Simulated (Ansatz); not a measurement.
# CaI (SMILES [Ca][I]) at UBHLYP/def2-TZVPP (core potential)

What is the electronic atomisation energy of CaI at UBHLYP/def2-TZVPP (core potential)? 

The calculation is run with Ansatz 0.2.0.

35 further runs of the same task are left out: 5 that didn't finish, 30 set aside as unsound or not needed.

## (1) The system as given

CaI: 2 atoms, total charge 0, spin state doublet. As SMILES, `[Ca][I]`. The coordinates come from a PBE0-D4/def2-TZVP relaxation.

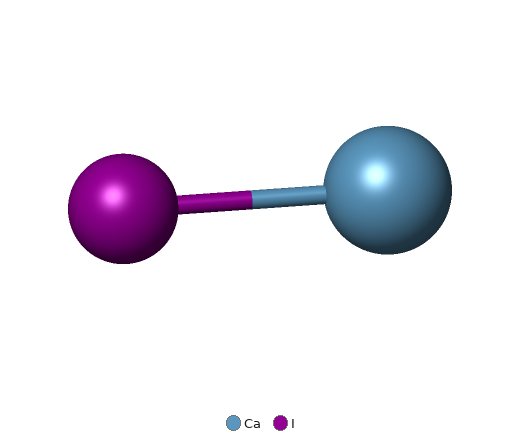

The structure, seen from a chosen angle (calcium blue, iodine purple).

## (2) A single-point energy at UBHLYP/def2-TZVPP (core potential)

Input file run.yaml:

```yaml
crystal:
  periodic: [false, false, false]
  atoms:
    - {symbol: Ca, position_ang: [-0.000000, -0.000000, 0.051180]}
    - {symbol: I, position_ang: [0.000000, 0.000000, 2.876020]}
basis:
  gaussian:
    orbitals: def2-TZVPP
magnetization:
  spin_polarized: true
  initial_magnetization: 1
hamiltonian:
  xc: {name: BHLYP}
accuracy: high
output: {orbitals: {seedname: orbitals}}
```

On the command line:

```bash
$ ansatz run run.yaml --threads 1 --pin off --max-ram 3480MiB --events-out events.jsonl --progress --plain --runs-dir runs
```

Standard output:

```text
Warning: RAYON_NUM_THREADS=1 ignored (pool sized by the plan → 1); use --threads N
Functional definition: BHLYP
  name "BHLYP"
  parameter a = 0.5
  exchange = (1 - a)*b88_x + a*exact_x
  correlation = lyp_c
1464 factors; integrals over basis functions are off by at most 3.7e-9 eV
mean field evaluation 1: about -26538.7720 eV, gradient 8.8e0 eV
mean field evaluation 2: about -26539.2065 eV, gradient 8.4e0 eV
mean field evaluation 4: about -26539.5533 eV, gradient 1.0e0 eV
mean field evaluation 8: about -26539.7016 eV, gradient 5.3e-2 eV
mean field evaluation 16: about -26539.7017 eV, gradient 3.8e-4 eV
mean field -26539.70169255 eV, -975.3160479451 hartree, gradient 4.7e-8 eV, S^2 0.750377; 0 other end points of the search recorded, 0 dependent functions left out
reference -26539.70171013 eV, -975.3160485914 hartree; 23, 22 occupied and 63, 64 virtual orbitals, 1464 factors
Total energy: -26539.70171013 eV, -975.3160485914 hartree
```

It took 18 s on 1 thread of Arm Neoverse V1, shared host; peak memory 0.35 GiB.

## (3) The Ca atom

Input file run.yaml:

```yaml
crystal:
  periodic: [false, false, false]
  atoms:
    - {symbol: Ca, position_ang: [0.000000, 0.000000, 0.000000]}
basis:
  gaussian:
    orbitals: def2-TZVPP
accuracy: high
hamiltonian:
  xc: {name: BHLYP}
```

Run the same way, it converges to -677.56851 Eh (log not shown).

## (4) The I atom at the same level

Input file input.yaml:

```yaml
crystal:
  periodic: [false, false, false]
  atoms:
    - {symbol: I, position_ang: [0.000000, 0.000000, 0.000000]}
basis:
  gaussian:
    orbitals: def2-TZVPP
magnetization:
  spin_polarized: true
  initial_magnetization: 1
hamiltonian:
  xc: {name: BHLYP}
accuracy: high
```

On the command line:

```bash
$ ansatz run input.yaml --threads 1 --pin off --max-ram 3480MiB --events-out events.jsonl --progress --plain --runs-dir runs
```

Standard output:

```text
Warning: RAYON_NUM_THREADS=1 ignored (pool sized by the plan → 1); use --threads N
[... 5 set-up lines as earlier in the session ...]
518 factors; integrals over basis functions are off by at most 2.7e-9 eV
mean field evaluation 1: about -8099.0567 eV, gradient 3.9e0 eV
mean field evaluation 2: about -8099.1415 eV, gradient 8.2e-1 eV
mean field evaluation 4: about -8099.1433 eV, gradient 8.4e-1 eV
mean field evaluation 8: about -8099.1487 eV, gradient 1.2e-2 eV
mean field evaluation 16: about -8099.1487 eV, gradient 3.6e-7 eV
mean field -8099.14866888 eV, -297.6382237812 hartree, gradient 3.7e-8 eV, S^2 0.753702; 0 other end points of the search recorded, 0 dependent functions left out
reference -8099.14868323 eV, -297.6382243085 hartree; 13, 12 occupied and 37, 38 virtual orbitals, 518 factors
Total energy: -8099.14868323 eV, -297.6382243085 hartree
```

Wall time 2.9 s (1 thread of Arm Neoverse V1, shared host); peak memory 0.12 GiB.

## (5) Summary of results

Level: UBHLYP/def2-TZVPP (core potential).

```
                                    quantity          value
                      molecule: total energy  -975.31605 Eh
molecule: HOMO energy (highest over α and β)       -5.04 eV
 molecule: LUMO energy (lowest over α and β)       -1.98 eV
                              molecule: ⟨S²⟩          0.750
                       Ca atom: total energy  -677.56851 Eh
                        I atom: total energy  -297.63822 Eh
                                I atom: ⟨S²⟩          0.754
               electronic atomisation energy       2.975 eV
```

In words: Taking the molecule apart into free atoms costs 2.97 eV (287 kJ/mol), before zero-point energy and without spin-orbit coupling.
